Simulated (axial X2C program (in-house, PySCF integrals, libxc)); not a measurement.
# Linear OSbO at several levels

Aim: the two bond lengths and stretching wavenumbers of linear OSbO, with and without spin–orbit coupling, at PBE0, PBE.

The runs use an in-house X2C program for linear molecules on PySCF integrals; all-electron X2C, two-component (2c) or spin-free, O dyall-av3z, Sb dyall-v3z.

All values are calculated.

2 further runs of the same task are left out: 2 set aside as unsound or not needed.

### 1 The job

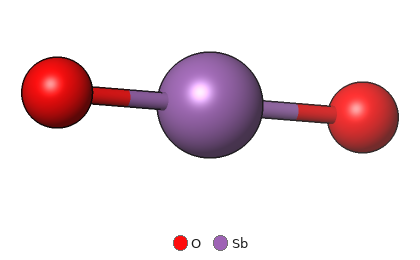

The atoms on one line, bonds 1.900 and 1.900 Å (oxygen red, antimony purple).

Input file task.json:

```json
{"zs": [8, 51, 8], "q": 0, "bas": ["dyall-av3z", "dyall-v3z", "dyall-av3z"], "r0": [1.9, 1.9], "symm": 1, "scan": ["PBE0", "HF", "PBE"], "levels": ["PBE0", "HF", "BHandHLYP"], "nst": 2}
```

Keys: zs atomic numbers; q charge; bas basis sets; r0 starting distance in Å; symm equal bonds; scan levels of the two-bond scan; levels methods; nst determinants followed.

Launch:

```
$ python solin.py task.json out
```

Masses O 15.995, Sb 120.904, O 15.995 u.

### 2 Scan at PBE0, 2c

State: Ω = 1/2 (beyond evenly filled blocks: ω = 1/2). Energies above the lowest point, from the job's result record:

```csv
r(O–Sb) (Å),r(Sb–O) (Å),E (meV)
1.8047,1.8047,82.97
1.8047,1.8510,37.00
1.8047,1.8973,49.99
1.8510,1.8047,37.00
1.8510,1.8510,0.00
1.8510,1.8973,22.58
1.8510,1.9436,87.36
1.8973,1.8047,49.99
1.8973,1.8510,22.58
1.8973,1.8973,55.62
1.9436,1.8510,87.36
1.9436,1.9436,219.22
```

A quadratic surface with cubic terms in each bond gives the minimum at 1.854 and 1.854 Å, force constants 4.42, 4.42 and coupling 0.78 mdyn/Å.

### 3 Scan at PBE, 2c

State: Ω = 1/2 (beyond evenly filled blocks: ω = 1/2). Energies above the lowest point, from the job's result record:

```csv
r(O–Sb) (Å),r(Sb–O) (Å),E (meV)
1.8047,1.8047,204.14
1.8047,1.8510,114.91
1.8047,1.8973,90.66
1.8510,1.8047,114.91
1.8510,1.8510,31.12
1.8510,1.8973,12.57
1.8510,1.9436,43.51
1.8973,1.8047,90.66
1.8973,1.8510,12.57
1.8973,1.8973,0.00
1.9436,1.8510,43.51
1.9436,1.9436,80.62
```

A quadratic surface with cubic terms in each bond gives the minimum at 1.885 and 1.885 Å, force constants 4.01, 4.01 and coupling 0.45 mdyn/Å.

### 4 Scan at PBE0, spin-free

State: M_S = 1/2, Λ = 0 (beyond evenly filled blocks: σα). Energies above the lowest point, from the job's result record:

```csv
r(O–Sb) (Å),r(Sb–O) (Å),E (meV)
1.8047,1.8047,80.37
1.8047,1.8510,35.68
1.8047,1.8973,49.95
1.8510,1.8047,35.68
1.8510,1.8510,0.00
1.8510,1.8973,23.92
1.8510,1.9436,90.06
1.8973,1.8047,49.95
1.8973,1.8510,23.92
1.8973,1.8973,58.39
1.9436,1.8510,90.06
1.9436,1.9436,224.98
```

A quadratic surface with cubic terms in each bond gives the minimum at 1.853 and 1.853 Å, force constants 4.45, 4.45 and coupling 0.79 mdyn/Å.

### 5 The levels side by side

| level | r(O–Sb) (Å) | r(Sb–O) (Å) | lower stretch (cm⁻¹) | upper stretch (cm⁻¹) |
| --- | --- | --- | --- | --- |
| PBE0, 2c | 1.854 | 1.854 | 699.1 | 742.9 |
| PBE, 2c | 1.885 | 1.885 | 687.7 | 691.8 |
| PBE0, spin-free | 1.853 | 1.853 | 701.3 | 745.3 |
| PBE, spin-free | 1.884 | 1.884 | 689.4 | 693.7 |

Scans not shown above were run alike.

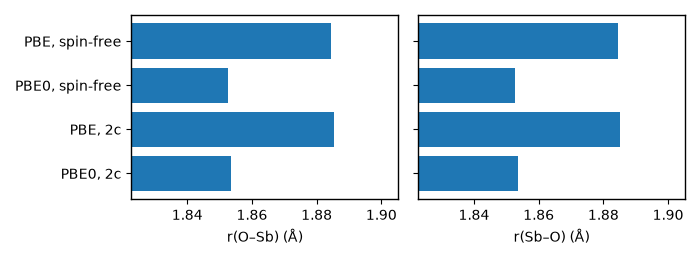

The two bond lengths by level.

**Reading.** Over the levels the O–Sb bond spans 1.853 to 1.885 Å and the Sb–O bond 1.853 to 1.885 Å. At PBE0 spin–orbit coupling leaves both bonds unchanged to 0.001 Å. Each state is one determinant, the lowest of a limited PBE0 search; the stretches come from a fit to few points and are good to some per cent at best. The stretches are sorted by size, and where the two bonds are alike the symmetric and antisymmetric modes can swap order between levels. The molecule was held linear; bending was not examined, so a bent shape may lie lower.
